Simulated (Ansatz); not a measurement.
**(NaCl)2(CaS)2 [001] superlattice, started as rocksalt type: relaxing the cell for a phonon run**

Aim: bring (NaCl)2(CaS)2 [001] superlattice, started as rocksalt type to small forces and stress, as phonons need.

Method: DFT PBE, scalar-relativistic, plane waves, PAW, in Ansatz 0.2.0.

The structure was built from a prototype and need not be the compound's stable phase.

## Step 1: The structure

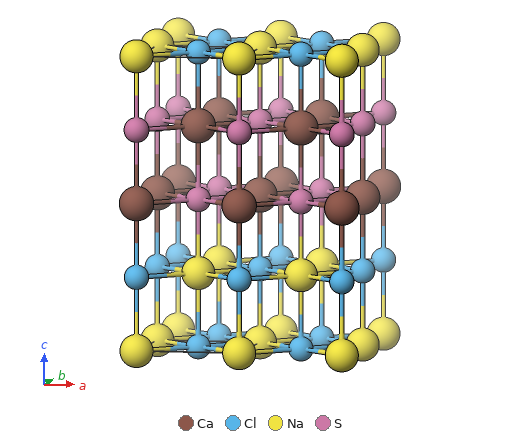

The cell as given, slightly off an axis (calcium brown, chlorine blue, sodium yellow, sulfur pink). 2×2×1 cells are drawn. Some periodic images of atoms are drawn too.

## Step 2: A coarse first look

A quick single point on a coarse mesh tells whether the cell has a gap and how far it is from rest, which sets the k mesh and smearing that follow.

input.yaml

```yaml
crystal:
  lattice:
    - [2.8325, 2.8325, 0.0]
    - [-2.8325, 2.8325, 0.0]
    - [0.0, 0.0, 11.33]
  atoms:
    - { symbol: Ca, position: [0.0, 0.0, 0.5] }
    - { symbol: Ca, position: [0.5, 0.5, 0.75] }
    - { symbol: Cl, position: [0.5, 0.5, 0.0] }
    - { symbol: Cl, position: [1.0, 0.0, 0.25] }
    - { symbol: Na, position: [0.0, 0.0, 0.0] }
    - { symbol: Na, position: [0.5, 0.5, 0.25] }
    - { symbol: S, position: [0.5, 0.5, 0.5] }
    - { symbol: S, position: [1.0, 0.0, 0.75] }
kpoints:
  mp_grid: { grid: [4, 4, 2] }
hamiltonian:
  xc: pbe
scf:
  occupations: { method: gaussian, width: 0.1 }
output:
  forces: true
  stress: true
  eigenvalues: true
```

Command:

```
> ansatz run input.yaml --threads 8 --pin off --max-ram 14336MiB --backend cpu --events-out ev --progress --plain --runs-dir out
```

Numbers of over 12 decimals in the logs are rounded to 6 here.

Log:

```text
Engine: ansatz 0.2.0, aarch64-unknown-linux-gnu
Pseudopotentials: kind: paw
Pseudopotential: Ca, paw, valence charge 10, recommended cutoff 420 eV (normal), Ca.paw.azcp
Pseudopotential: Cl, paw, valence charge 7, recommended cutoff 420 eV (normal), Cl.paw.azcp
Pseudopotential: Na, paw, valence charge 9, recommended cutoff 420 eV (normal), Na.paw.azcp
[...]
k-point 0: bands = [... 28 lower, 4.2286, 4.2286, 4.6515, 4.6515, 7.4238, 7.9363, 8.2760, 9.5507, ... 2 higher]
  k-point 1: bands = [... 28 lower, 4.2315, 4.2315, 4.6466, 4.6466, 7.4282, 8.2631, 8.4977, 9.1195, ... 2 higher]
  k-point 2: bands = [... 28 lower, 3.5786, 3.9263, 4.0429, 4.1711, 8.6622, 8.8686, 9.2230, 9.4646, ... 2 higher]
  k-point 11: bands = [... 28 lower, 3.6071, 3.6071, 3.7755, 3.7755, 8.0092, 8.0092, 9.7239, 9.7239, ... 2 higher]
[key lines of the parts left out:]
SCF converged after 8 iterations
Free energy (F): -10585.419168 eV
Fermi energy:    6.038873 eV
P = ⅓ Tr σ = 0.8504 GPa (8.504 kbar)
```

Elapsed: 0.94 s, on 8 threads of Arm Neoverse V2, shared host; peak memory 0.64 GiB; 6.1 s of CPU time.

A gap read on the k-mesh alone can miss the band edges.

This step gave:

| Quantity | Value |
| --- | --- |
| pressure | 0.8504 GPa |
| gap on the k-mesh | 2.772 eV |
| volume per atom | 22.73 Å³ |
| direct gap on mesh | 2.772 eV |

The coarse mesh shows a gap of 2.77 eV and a pressure of 0.9 GPa.

## Step 3: Bringing the structure to rest

The cell and atoms are relaxed, since residual forces and stress would shift the frequencies.

input.yaml, the sections that differ from step 2:

```yaml
kpoints:
  mp_grid: { grid: [6, 6, 2] }
scf:
  occupations: { method: gaussian, width: 0.02 }
output:
  forces: true
  stress: true
  eigenvalues: true
  write_density: true
  write_potential: true
  elf: true
  volumetric_format: npy
relax:
  adjacent_minimum: "off"
  f_tol: 0.005
  max_steps: 80
  cell: { stress_tol: 0.05 }
# crystal, hamiltonian: as in step 2
```

Log:

```text
[...]
Crystal: 8 atoms, lattice volume = 181.802 Å³
Basis set: ecut = 420 eV, 3549 PW (Γ), exchange–correlation on 54×54×160 points (8 copies of the dense FFT grid, shifted against one another)
Bands: 40, of which v1, the nominal top of the filled ones, is band 32 counted from 1 (31 counted from 0)
Symmetry: 16 space group operations
[...]
k-points: 20 of 72
[...]
SCF iter   1: F=—  HF=-10585.429467 eV  |F-HF|=—  |Δ(HF+E_count)|=         —  Δρ=4.28e-4  dr2=9.63e-4  ethr=1.77e-3  ⟨swp⟩=10.3  Hψ=4415  notcnv=0  defer=1
[...]
SCF iter   8: F=-10585.428610 eV  HF=-10585.428610 eV  |F-HF|=5.09e-9  |Δ(HF+E_count)|=   1.74e-7  Δρ=1.48e-6  dr2=6.94e-9  ethr=1.56e-10  ⟨swp⟩=12.4  Hψ=5514  notcnv=0
SCF 1 converged in 8 iterations: F = -10585.428610 eV  dr2 = 6.94e-9
[...]
relax step   1: F+E_penalty+E_count = -10585.42860959 eV  Δ(F+E_penalty+E_count) = +0.000e0 eV  max|allowed force component| = 2.265e-1 eV/Å  Δτ_max = 0.0000 Å  P = +0.829 GPa  Ω = 181.802 Å³  (8 SCF iters, dr2 threshold 1.00e-7 eV, accepted)
Crystal: 8 atoms, lattice volume = 186.459 Å³
Basis set: ecut = 420 eV, 3647 PW (Γ), exchange–correlation on 54×54×160 points (8 copies of the dense FFT grid, shifted against one another)
[...]
iter 1 solved again at ethr=1.04e-4 eV; its pass at ethr=3.10e-3 eV (dr2=6.65e-2 eV) is discarded
[...]
SCF iter   6: F=-10585.434158 eV  HF=-10585.434158 eV  |F-HF|=1.66e-7  |Δ(HF+E_count)|=   7.81e-7  Δρ=9.57e-6  dr2=1.67e-7  ethr=1.25e-9  ⟨swp⟩=13.0  Hψ=6501  notcnv=0
SCF 2 converged in 6 iterations: F = -10585.434158 eV  dr2 = 1.67e-7
relax step   2: F+E_penalty+E_count = -10585.43415803 eV  Δ(F+E_penalty+E_count) = -5.548e-3 eV  max|allowed force component| = 2.433e-1 eV/Å  Δτ_max = 0.0671 Å  P = -0.227 GPa  Ω = 186.459 Å³  energy of the carried Pulay correction = -1.278e-4 eV  (6 SCF iters, dr2 threshold 8.00e-7 eV, accepted)
Crystal: 8 atoms, lattice volume = 185.509 Å³
[...]
SCF iter   6: F=-10585.453010 eV  HF=-10585.453010 eV  |F-HF|=3.68e-8  |Δ(HF+E_count)|=   1.28e-7  Δρ=4.07e-6  dr2=2.63e-8  ethr=1.25e-9  ⟨swp⟩=9.0  Hψ=5073  notcnv=0
SCF 3 converged in 6 iterations: F = -10585.453010 eV  dr2 = 2.63e-8
relax step   3: F+E_penalty+E_count = -10585.45301009 eV  Δ(F+E_penalty+E_count) = -1.885e-2 eV  max|allowed force component| = 5.025e-2 eV/Å  Δτ_max = 0.0394 Å  P = -0.009 GPa  Ω = 185.509 Å³  energy of the carried Pulay correction = -1.020e-4 eV  (6 SCF iters, dr2 threshold 8.00e-7 eV, accepted)
[...]
relax step   4: F+E_penalty+E_count = -10585.45390048 eV  Δ(F+E_penalty+E_count) = -8.904e-4 eV  max|allowed force component| = 7.476e-3 eV/Å  Δτ_max = 0.0166 Å  P = +0.020 GPa  Ω = 185.513 Å³  energy of the carried Pulay correction = -1.021e-4 eV  (5 SCF iters, dr2 threshold 1.58e-7 eV, accepted)
[...]
relax step   5: F+E_penalty+E_count = -10585.45398570 eV  Δ(F+E_penalty+E_count) = -8.522e-5 eV  max|allowed force component| = 1.502e-3 eV/Å  Δτ_max = 0.0025 Å  P = +0.005 GPa  Ω = 185.607 Å³  energy of the carried Pulay correction = -1.047e-4 eV  (5 SCF iters, dr2 threshold 1.77e-8 eV, accepted)
[...]
SCF iter   6: F=-10585.454093 eV  HF=-10585.454093 eV  |F-HF|=4.73e-11  |Δ(HF+E_count)|=  5.07e-10  Δρ=1.01e-7  dr2=1.88e-11  ethr=1.00e-12  ⟨swp⟩=6.5  Hψ=3695  notcnv=0
SCF 6 converged in 6 iterations: F = -10585.454093 eV  dr2 = 1.88e-11
relax step   6: F+E_penalty+E_count = -10585.45409341 eV  Δ(F+E_penalty+E_count) = -1.077e-4 eV  max|allowed force component| = 1.525e-3 eV/Å  Δτ_max = 0.0000 Å  P = +0.005 GPa  Ω = 185.607 Å³  stress off target by 3.95e-2 GPa  SCF on the basis re-selected at this cell (its energy is not comparable with the rows above)  (6 SCF iters)
basis re-selected at this cell: Δ(F+E_penalty+E_count) = -1.077e-4 eV, ΔP = -0.000 GPa vs the last step (what re-selecting the basis moved, of the pressure what is left beyond the Pulay correction that the steps carried, after the strain that the cell walked since its last selection, with what the two solves' SCF thresholds leave and, on support functions, any second-order correction that the steps lacked; it is no m [...]
SCF converged after 6 iterations
Free energy (F): -10585.454093 eV
[...]
Internal energy: -10585.454093 eV  (E = F + TS)
E sigma→0 (E₀):  -10585.454093 eV
Fermi energy:    5.723849 eV
[...]
--- Forces (eV/Å), atoms counted from 1 ---
  atom   1  Ca     0.00000000     0.00000000     0.00017032
  atom   2  Ca     0.00000000     0.00000000    -0.00017032
  atom   3  Cl     0.00000000     0.00000000     0.00060237
  atom   4  Cl     0.00000000     0.00000000    -0.00060237
  atom   5  Na     0.00000000     0.00000000    -0.00152471
  atom   6  Na     0.00000000    -0.00000000     0.00152471
  atom   7  S      0.00000000     0.00000000     0.00112184
  atom   8  S      0.00000000     0.00000000    -0.00112184
  max |Σ_I F_I| component: 2.17e-19 eV/Å
--- Stress (GPa, compression-positive) ---
       -0.012098       0.000000       0.000000
        0.000000      -0.012098       0.000000
        0.000000       0.000000       0.039457
  P = ⅓ Tr σ = 0.0051 GPa (0.051 kbar)
--- Band table (eV; the first three rows and the last of 20) ---
  k-point 0: bands = [... 28 lower, 3.9254, 3.9254, 4.3210, 4.3210, 7.1266, 7.7356, 8.0161, 9.2155, ... 4 higher]
  k-point 1: bands = [... 28 lower, 3.9285, 3.9285, 4.3160, 4.3160, 7.1296, 8.0072, 8.3334, 8.7960, ... 4 higher]
  k-point 2: bands = [... 28 lower, 3.6745, 3.7705, 3.8207, 4.0789, 7.7547, 8.2301, 8.5096, 9.1378, ... 4 higher]
  k-point 19: bands = [... 28 lower, 3.2911, 3.2911, 3.4851, 3.4851, 7.6823, 7.6823, 9.5689, 9.5689, ... 4 higher]
--- Relaxed structure (5 steps of the walk, 5 accepted, 1 SCFs on fresh bases) ---
  F+E_penalty+E_count = -10585.45409341 eV   max|allowed force component| = 1.525e-3 eV/Å   (the final SCF, on the basis selected at the relaxed cell)
  cell:  # Å, volume = 185.6073 Å³
    - [2.847120, 2.847120, 0.0]
    - [-2.847120, 2.847120, 0.0]
    - [0.0, 0.0, 11.448629]
  atoms:
    - { symbol: Ca, position: [0, 0, 0.503041] }
    - { symbol: Ca, position: [0.5, 0.5, 0.746959] }
    - { symbol: Cl, position: [0.5, 0.5, 0.00178047] }
    - { symbol: Cl, position: [1.0, 0.0, 0.248220] }
    - { symbol: Na, position: [0, 0, -0.00293269] }
    - { symbol: Na, position: [0.5, 0.5, 0.252933] }
    - { symbol: S, position: [0.5, 0.5, 0.499728] }
    - { symbol: S, position: [1.0, 0.0, 0.750272] }
```

Run time: 9.3 s. Hardware: 8 threads; peak memory 0.71 GiB.

The steps of the relaxation:

```
step  energy less that of the first step (eV)  largest force component (eV/Å)  pressure (GPa)  volume (Å³)
   1                                   0.0000                          0.2265            0.83       181.80
   2                                  -0.0055                          0.2433           -0.23       186.46
   3                                  -0.0244                          0.0502           -0.01       185.51
   4                                  -0.0253                          0.0075            0.02       185.51
   5                                  -0.0254                          0.0015            0.01       185.61
  6*                                  -0.0255                          0.0015            0.01       185.61
```

Relaxation steps marked * repeat the geometry before them on a plane-wave basis chosen anew for their cell, so energy and pressure can jump there.

The run keeps the 16 symmetry operations that it works with, so distortions that break them were not tested.

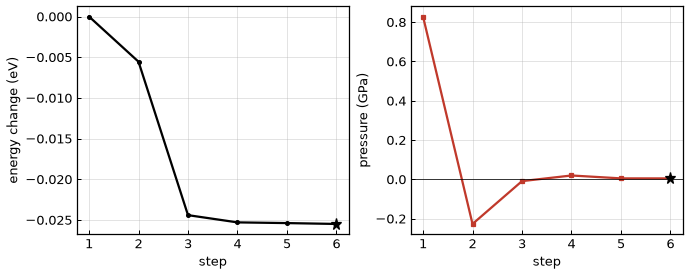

Energy and pressure along the relaxation. Stars mark steps on a basis chosen anew.

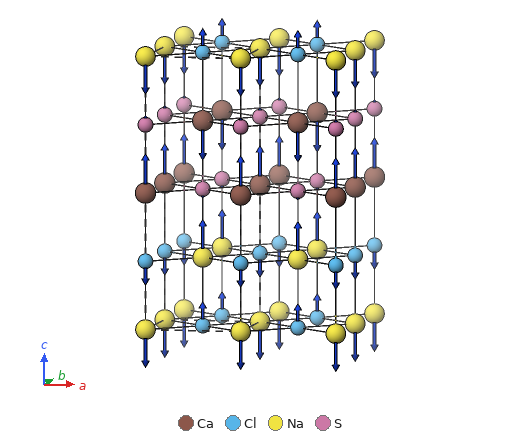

Displacements in the relaxation, exaggerated, measured against the changing cell; the longest in the cell stands for 0.03 Å. 2×2×1 cells are drawn. Some periodic images of atoms are drawn too.

```
conventional cell, symmetrised  before   after  change
                         a (Å)   4.006   4.026  +0.5 %
                         b (Å)   4.006   4.026  +0.5 %
                         c (Å)  11.330  11.449  +1.0 %
              volume (Å³/atom)   22.73   23.20  +2.1 %
```

The atoms that moved most (Å, as changes of fractional coordinates times the final cell):

```
atom     dx     dy      dz  length
 Ca1  0.000  0.000   0.035   0.035
 Ca2  0.000  0.000  -0.035   0.035
 Na6  0.000  0.000   0.034   0.034
 Na5  0.000  0.000  -0.034   0.034
 Cl4  0.000  0.000  -0.020   0.020
 Cl3  0.000  0.000   0.020   0.020
```

Numbers from this step:

```yaml
pressure: 0.005087 GPa
gap_on_the_k_mesh: 2.806 eV
volume_per_atom: 23.20 Å³
direct_gap_on_mesh: 2.806 eV
```

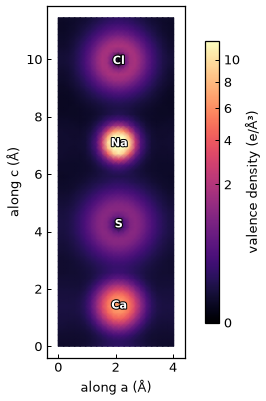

Valence density in the ac plane at fractional y = 0.000, with atoms of Ca and Cl and Na and S within 0.2 Å of it. It is the smooth field of the valence electrons, not physical close to the nuclei. The map starts off the cell's origin, so that atoms lie inside it. The colour scale is stretched toward low values.

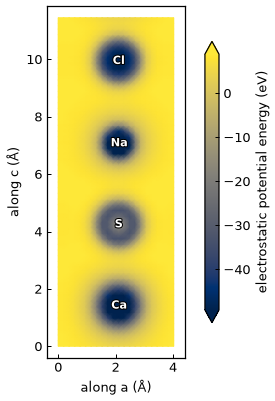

Electrostatic potential energy in the ac plane at fractional y = 0.000, with atoms of Ca and Cl and Na and S within 0.2 Å of it. With pseudopotentials it is smooth inside the atoms' cores, unlike the true potential. The map starts off the cell's origin, so that atoms lie inside it.

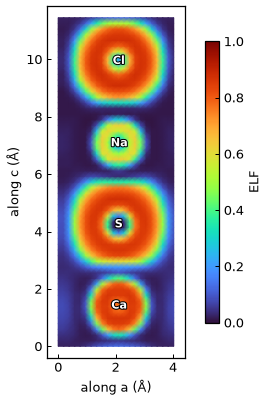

ELF in the ac plane at fractional y = 0.000, with atoms of Ca and Cl and Na and S within 0.2 Å of it. It is the smooth field of the valence electrons, not physical close to the nuclei. The map starts off the cell's origin, so that atoms lie inside it.

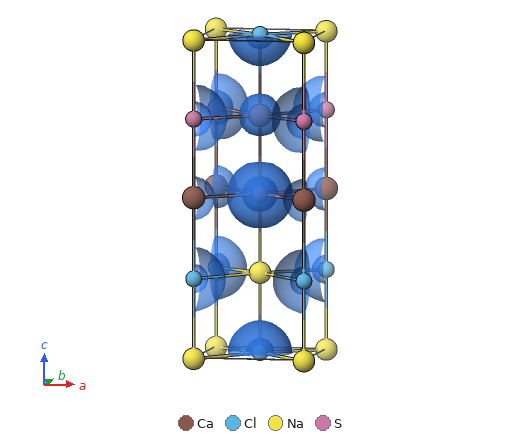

Surface of ELF = 0.8.

In this step the volume went from 22.73 to 23.20 Å³/atom.

## Step 4: Relaxing to small forces for the phonons

Phonons need a cell at rest on their own settings, so the relaxation is repeated with tight tolerances on forces and stress, using the mesh and the filling of the phonon run that follows.

input.yaml

```yaml
crystal:
  lattice:
    - [2.8471199777, 2.8471199777, 0.0]
    - [-2.8471199777, 2.8471199777, 0.0]
    - [0.0, 0.0, 11.4486286866]
  atoms:
    - { symbol: Ca, position: [0.0, 0.0, 0.5030410096] }
    - { symbol: Ca, position: [0.5, 0.5, 0.7469589904] }
    - { symbol: Cl, position: [0.5, 0.5, 0.001780471] }
    - { symbol: Cl, position: [1.0, 0.0, 0.248219529] }
    - { symbol: Na, position: [0.0, 0.0, -0.0029326886] }
    - { symbol: Na, position: [0.5, 0.5, 0.2529326886] }
    - { symbol: S, position: [0.5, 0.5, 0.4997280064] }
    - { symbol: S, position: [1.0, 0.0, 0.7502719936] }
kpoints:
  mp_grid: { grid: [8, 8, 2] }
hamiltonian:
  xc: pbe
scf:
  occupations: { method: fixed }
output:
  forces: true
  stress: true
  eigenvalues: true
relax:
  adjacent_minimum: "off"
  f_tol: 0.001
  max_steps: 60
  cell: { stress_tol: 0.01 }
```

Log:

```text
[...]
Crystal: 8 atoms, lattice volume = 185.607 Å³
Basis set: ecut = 420 eV, 3647 PW (Γ), exchange–correlation on 54×54×160 points (8 copies of the dense FFT grid, shifted against one another)
Bands: 40, of which v1, the nominal top of the filled ones, is band 32 counted from 1 (31 counted from 0)
Symmetry: 16 space group operations
[...]
k-points: 30 of 128
[...]
- [-2.846447, 2.846447, 0.0]
    - [0.0, 0.0, 11.457014]
  atoms:
    - { symbol: Ca, position: [0, 0, 0.503070] }
    - { symbol: Ca, position: [0.5, 0.5, 0.746930] }
    - { symbol: Cl, position: [0.5, 0.5, 0.00173319] }
    - { symbol: Cl, position: [1.0, 0.0, 0.248267] }
    - { symbol: Na, position: [0, 0, -0.00305892] }
    - { symbol: Na, position: [0.5, 0.5, 0.253059] }
    - { symbol: S, position: [0.5, 0.5, 0.499795] }
    - { symbol: S, position: [1.0, 0.0, 0.750205] }
[key lines of the parts left out:]
SCF converged after 10 iterations
Free energy (F): -10585.454527 eV
Fermi energy:    4.318263 eV
P = ⅓ Tr σ = -0.0002 GPa (-0.002 kbar)
```

The job ended after 10 s (8 threads; peak memory 0.75 GiB; 77 s of CPU time).

Little changed from the start: no atom moved by 0.005 Å and no cell edge by 0.1 %.

Numbers from this step:

| Quantity | Value |
| --- | --- |
| pressure | -2.11e-4 GPa |
| gap on the k-mesh | 2.805 eV |
| volume per atom | 23.21 Å³ |
| direct gap on mesh | 2.805 eV |

The largest force component left is 0.29 meV/Å and the pressure is 0.000 GPa, within the tolerances set. The cell now holds 23.21 Å³/atom.

## Step 5: Summary of results

* space group after relaxation (within 0.01 Å): P4/nmm
* lattice constant a: 4.025 Å
* lattice constant b: 4.025 Å
* lattice constant c: 11.457 Å
* volume per atom: 23.2 Å³
* gap on the k-mesh: 2.81 eV

What this shows: The largest force component left is 0.29 meV/Å and the pressure is 0.000 GPa, within the tolerances set. The cell now holds 23.21 Å³/atom. The relaxation keeps the symmetry of its start, so it says nothing on stability against lower symmetry. The starting cell was built on a prototype and not taken from a measurement, so the phase need not exist.

[Logs are printed without paths, hosts, clocks, repeated set-up lines and the standing remarks that a program may print on its own settings, such as how far it seeks lower states.]

[Hosts, paths, dates, database ids (printed as entryN), source tags and the programs' standing remarks are cut or masked in the printed files.]
